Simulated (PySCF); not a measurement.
# USVWN5/ma-def2-SVP run of SiCl3 (SMILES Cl[Si](Cl)Cl)

What is the vertical ionisation energy of SiCl3 at USVWN5/ma-def2-SVP? Input form: a Python script.

Program for the calculation: PySCF 2.14.0.

## Step 1: The molecule

SiCl3 has 4 atoms, charge 0, and is taken as a doublet. SMILES: `Cl[Si](Cl)Cl`. Geometry: relaxed at PBE0-D4/def2-TZVP.

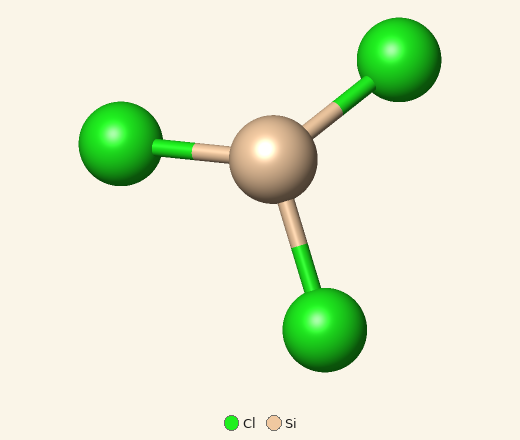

The structure, seen from a chosen angle (chlorine green, silicon light orange).

## Step 2: The energy at USVWN5/ma-def2-SVP

File calc.py:

```python
from pyscf import gto, dft

mol = gto.Mole()
mol.atom = '''
Cl    -1.524800    -0.591600     1.030100
Si     0.116100     0.389400     0.310600
Cl     1.694700    -0.903800     0.219000
Cl    -0.286000     1.105900    -1.559700
'''
mol.charge = 0
mol.max_memory = 1860
mol.verbose = 3
mol.basis = 'ma-def2-svp'
mol.spin = 1
mol.build()

myscf = dft.UKS(mol)
myscf.xc = 'svwn'
myscf.conv_tol = 1e-10
myscf.grids.level = 4
myscf.kernel()
if not myscf.converged:
    myscf = myscf.newton().run(myscf.mo_coeff, myscf.mo_occ)

energy = myscf.e_tot
print(f'total energy: {energy:.8f} hartree')
```

Command:

```
OMP_NUM_THREADS=1 python calc.py
```

Standard output:

```text
converged SCF energy = -1664.09283172073  <S^2> = 0.75100698  2S+1 = 2.0010067
total energy: -1664.09283172 hartree
```

It took 8.4 s on 1 thread of Arm Neoverse V2, shared host; peak memory 0.28 GiB.

## Step 3: The singlet cation, same level

File input.py:

```python
from pyscf import gto, dft

mol = gto.Mole()
mol.atom = '''
Cl    -2.881454    -1.117962     1.946607
Si     0.219397     0.735859     0.586949
Cl     3.202519    -1.707934     0.413850
Cl    -0.540462     2.089848    -2.947406
'''
mol.basis = 'ma-def2-svp'
mol.charge = 1
mol.unit = 'bohr'
mol.max_memory = 1860
mol.verbose = 4
mol.build()

ks = dft.RKS(mol, xc='svwn')
ks.conv_tol = 1e-10
ks.grids.level = 4
ks.kernel()
if not ks.converged:
    ks = ks.newton().run(ks.mo_coeff, ks.mo_occ)

energy = ks.e_tot
print('E = %.10f Eh' % energy)
```

Command:

```
OMP_NUM_THREADS=1 python input.py
```

Standard output:

```text
PySCF version 2.14.0

[INPUT] num. atoms = 4
[INPUT] num. electrons = 64
[INPUT] charge = 1
[INPUT] spin (= nelec alpha-beta = 2S) = 0
[INPUT] symmetry False subgroup None
[INPUT] Mole.unit = bohr
[INPUT] Symbol           X                Y                Z      unit          X                Y                Z       unit  Magmom
[INPUT]  1 Cl    -1.524799791114  -0.591600013075   1.030100063017 AA   -2.881454000000  -1.117962000000   1.946607000000 Bohr   0.0
[INPUT]  2 Si     0.116099892544   0.389399813250   0.310600034772 AA    0.219397000000   0.735859000000   0.586949000000 Bohr   0.0
[INPUT]  3 Cl     1.694700072338  -0.903799750555   0.218999988739 AA    3.202519000000  -1.707934000000   0.413850000000 Bohr   0.0
[INPUT]  4 Cl    -0.286000173768   1.105899935887  -1.559700086529 AA   -0.540462000000   2.089848000000  -2.947406000000 Bohr   0.0

nuclear repulsion = 322.527498837142
number of shells = 40
number of NR pGTOs = 160
number of NR cGTOs = 88
basis = ma-def2-svp
ecp = {}

******** <class 'pyscf.dft.rks.RKS'> ********
method = RKS
initial guess = minao
damping factor = 0
level_shift factor = 0
DIIS = <class 'pyscf.scf.diis.CDIIS'>
diis_start_cycle = 1
diis_space = 8
diis_damp = 0
SCF conv_tol = 1e-10
SCF conv_tol_grad = None
SCF max_cycles = 50
direct_scf = True
direct_scf_tol = 1e-13
XC library pyscf.dft.libxc version 7.0.0
    S. Lehtola, C. Steigemann, M. J.T. Oliveira, and M. A.L. Marques.,  SoftwareX 7, 1–5 (2018)
XC functionals = svwn
    P. A. M. Dirac.,  Math. Proc. Cambridge Philos. Soc. 26, 376 (1930)
    F. Bloch.,  Z. Phys. 57, 545 (1929)
    S. H. Vosko, L. Wilk, and M. Nusair.,  Can. J. Phys. 58, 1200 (1980)
radial grids:
    Treutler-Ahlrichs [JCP 102, 346 (1995); DOI:10.1063/1.469408] (M4) radial grids

becke partition: Becke, JCP 88, 2547 (1988); DOI:10.1063/1.454033
pruning grids: <function nwchem_prune>
grids dens level: 4
symmetrized grids: False
atomic radii adjust function: <function treutler_atomic_radii_adjust>
small_rho_cutoff = 0
Set gradient conv threshold to 1e-05
Initial guess from minao.
tot grids = 114992
init E= -1664.44873890397
  HOMO = -0.337951721746198  LUMO = -0.194303600018355  gap/eV = 3.90886
cycle= 1 E= -1663.65100631339  delta_E= 0.798  |g|= 0.51  |ddm|= 2.48
  HOMO = -0.504377092186082  LUMO = -0.500650726057513  gap/eV = 0.10140
cycle= 2 E= -1663.06551423551  delta_E= 0.585  |g|= 1.47  |ddm|= 2.74
  HOMO = -0.522924097414045  LUMO = -0.456508341396672  gap/eV = 1.80726
cycle= 3 E= -1663.75517500507  delta_E= -0.69  |g|= 0.08  |ddm|= 1.84
  HOMO = -0.511302243765539  LUMO = -0.445595424782477  gap/eV = 1.78797
cycle= 4 E= -1663.75679499789  delta_E= -0.00162  |g|= 0.0337  |ddm|= 0.162
  HOMO = -0.514469707061228  LUMO = -0.446549934184277  gap/eV = 1.84819
cycle= 5 E= -1663.75714280861  delta_E= -0.000348  |g|= 0.00702  |ddm|= 0.0447
  HOMO = -0.514414332562962  LUMO = -0.446336041015559  gap/eV = 1.85250
cycle= 6 E= -1663.7571576848  delta_E= -1.49e-05  |g|= 0.00127  |ddm|= 0.00908
  HOMO = -0.514351236389398  LUMO = -0.446100504320677  gap/eV = 1.85720
cycle= 7 E= -1663.75715826581  delta_E= -5.81e-07  |g|= 0.000452  |ddm|= 0.00277
  HOMO = -0.51435620189018  LUMO = -0.446111551729129  gap/eV = 1.85703
cycle= 8 E= -1663.7571583159  delta_E= -5.01e-08  |g|= 0.000253  |ddm|= 0.00101
  HOMO = -0.514357883266463  LUMO = -0.446120094807209  gap/eV = 1.85684
cycle= 9 E= -1663.75715833956  delta_E= -2.37e-08  |g|= 2.93e-05  |ddm|= 0.000418
  HOMO = -0.514356134758268  LUMO = -0.446120151159439  gap/eV = 1.85680
cycle= 10 E= -1663.75715833983  delta_E= -2.67e-10  |g|= 4.12e-06  |ddm|= 4.43e-05
  HOMO = -0.514356336010897  LUMO = -0.446119885046909  gap/eV = 1.85681
cycle= 11 E= -1663.75715833983  delta_E= -3.18e-12  |g|= 1.99e-07  |ddm|= 8.79e-06
  HOMO = -0.514356334171446  LUMO = -0.446119899875598  gap/eV = 1.85681
Extra cycle  E= -1663.75715833982  delta_E= 9.78e-12  |g|= 2.17e-07  |ddm|= 6.86e-07
converged SCF energy = -1663.75715833982
E = -1663.7571583398 Eh
```

It took 5.1 s on 1 thread of Arm Neoverse V2, shared host; peak memory 0.28 GiB.

## Step 4: Summary of results

Level: USVWN5/ma-def2-SVP.

| quantity | value |
| --- | --- |
| doublet SiCl3: total energy | -1664.09283 Eh |
| doublet SiCl3: dipole moment | 0.57 D |
| doublet SiCl3: HOMO energy (highest over α and β) | -6.05 eV |
| doublet SiCl3: LUMO energy (lowest over α and β) | -4.93 eV |
| doublet SiCl3: ⟨S²⟩ | 0.751 |
| singlet cation: total energy | -1663.75716 Eh |
| singlet cation: HOMO energy | -14.00 eV |
| singlet cation: LUMO energy | -12.14 eV |
| singlet cation: HOMO–LUMO gap | 1.86 eV |
| vertical ionisation energy (to the singlet cation) | 9.134 eV |

**Reading.** Removing an electron at fixed nuclei costs 9.13 eV (881 kJ/mol). Only the singlet of the ionised species was computed; a triplet could lie lower. Mulliken charges (singlet cation) run from +0.12 on Cl1 to +0.63 on Si2.
